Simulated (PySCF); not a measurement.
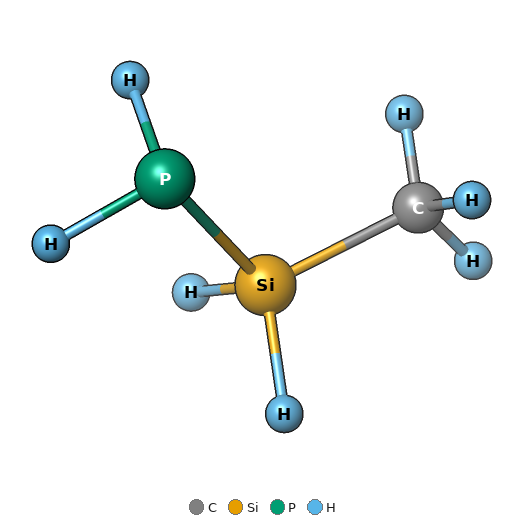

Orthographic view. Distant atoms are faded towards the background colour. The geometry was computed by an optimisation with PBE0-D3(BJ)/def2-SVP. No frequency run is at hand to confirm it as a minimum.

### Give the standard InChI.

InChI=1S/CH7PSi/c1-3-2/h2-3H2,1H3
